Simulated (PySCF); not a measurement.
**C₅H₁₁FOSi₃: density, localisation and related maps**

```yaml
atoms:
  - { symbol: C, position_ang: [2.0909, 1.2371, -0.6150] }
  - { symbol: C, position_ang: [1.4475, 0.2181, -0.0604] }
  - { symbol: C, position_ang: [2.1846, -0.8981, 0.6165] }
  - { symbol: Si, position_ang: [-0.4395, 0.0117, -0.1293] }
  - { symbol: C, position_ang: [-1.2495, 1.6802, -0.5776] }
  - { symbol: C, position_ang: [-0.9268, 2.9016, -0.1883] }
  - { symbol: F, position_ang: [-2.3531, 1.5331, -1.3666] }
  - { symbol: Si, position_ang: [-1.3039, -1.9119, -1.1933] }
  - { symbol: O, position_ang: [-1.8020, -2.3479, 0.3338] }
  - { symbol: Si, position_ang: [-1.5013, -1.2675, 1.5556] }
  - { symbol: H, position_ang: [3.1678, 1.3178, -0.5938] }
  - { symbol: H, position_ang: [1.5680, 2.0346, -1.1140] }
  - { symbol: H, position_ang: [3.2620, -0.7688, 0.5321] }
  - { symbol: H, position_ang: [1.9183, -0.9399, 1.6720] }
  - { symbol: H, position_ang: [1.9093, -1.8533, 0.1712] }
  - { symbol: H, position_ang: [-1.4911, 3.7700, -0.4876] }
  - { symbol: H, position_ang: [-0.0732, 3.0530, 0.4444] }
  - { symbol: H, position_ang: [-0.4038, -2.9781, -1.6351] }
  - { symbol: H, position_ang: [-2.5013, -1.8826, -2.0259] }
  - { symbol: H, position_ang: [-2.7992, -0.8943, 2.1136] }
  - { symbol: H, position_ang: [-0.7123, -1.9980, 2.5474] }
```

Geometry: GFN2-xTB.

All numbers below come from PBE0/pcSseg-1, SCF density, gas phase, non-relativistic (PySCF 2.14.0).

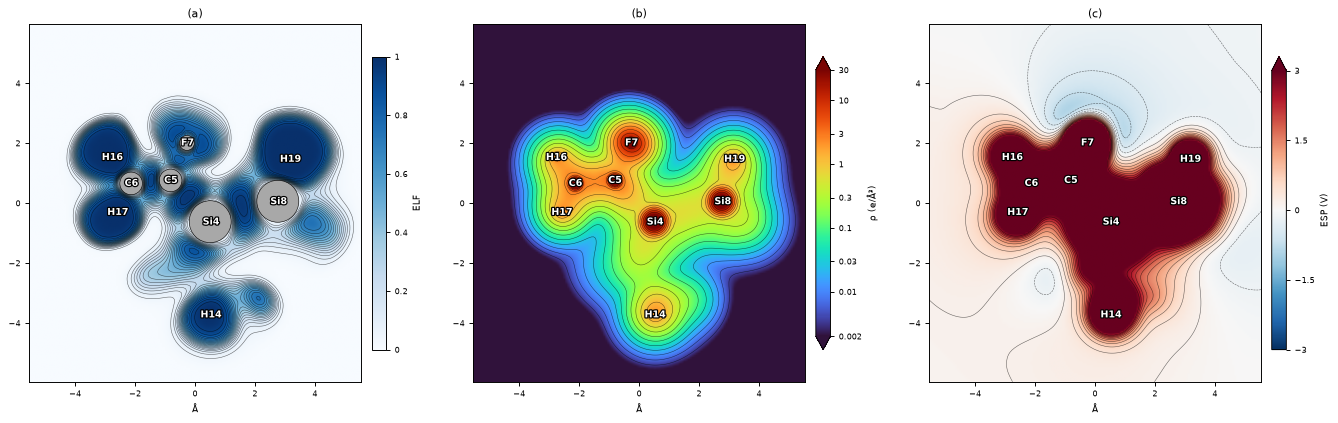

Figure 1. (a) electron localisation function; (b) electron density; (c) molecular electrostatic potential on the plane of atoms H16, C6 and H17. Grey discs cover the atomic cores in the ELF map.

What does the map show?

- Atoms in the plane: Si, C, F and H.
- C–C (1.32 Å): ρ at the midpoint is about 2.4 e/Å³; the ELF peaks at about 0.95 between the atoms (a multiple bond).
- C–F (1.36 Å): ρ at the midpoint is about 2.1 e/Å³, with its minimum of 1.7 e/Å³ about 0.5 Å from C; the ELF peaks at about 0.85 between the atoms (a polar covalent bond).
- C–Si (1.91 Å): the density is about 0.91 e/Å³ at the midpoint; the ELF peaks at about 1 between the atoms (a covalent bond).
- Si–Si (2.36 Å): the density is about 0.6 e/Å³ at the midpoint; the ELF peaks at about 0.95 between the atoms; a shared electron pair.
- C–H (1.07 Å): ρ at the midpoint is about 2 e/Å³; the ELF climbs to about 1 towards the hydrogen, as it does in any bond to H; a covalent bond by its length.
- The ELF also peaks beside F7, away from the bonds: lone-pair regions.
- Outside the dense part of the molecule the potential is most negative (−0.9 V) near F7.

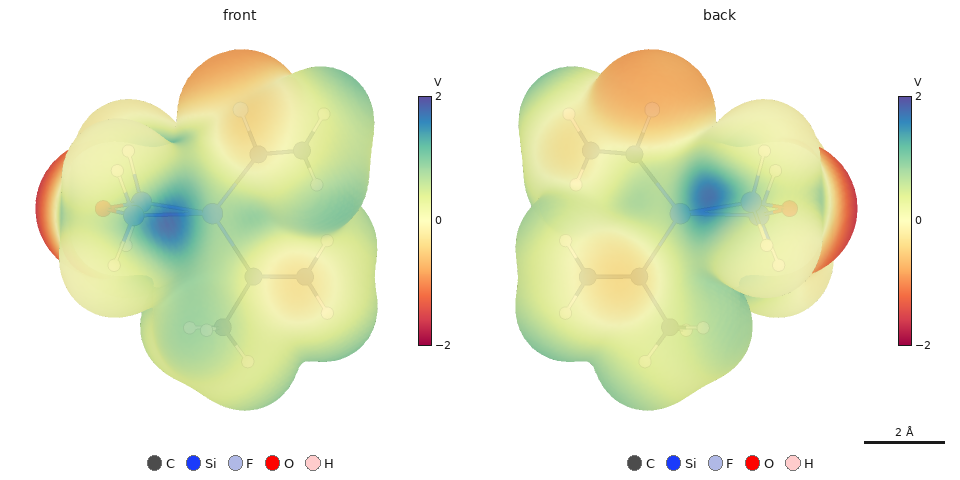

Figure 2. The electrostatic potential painted on the density surface at 0.002 e/bohr³, seen from the front and from behind; red is negative and blue positive.

Describe the electrostatic potential map.

The most negative region (about −1.5 V, or −35 kcal/mol for a unit charge) lies over O9, the most positive (about +1.7 V, or +39 kcal/mol for a unit charge) over Si8 and Si10. O9 is the likeliest acceptor of a hydrogen bond.

How polar is the molecule by this calculation?

Its dipole moment is 2.98 D.
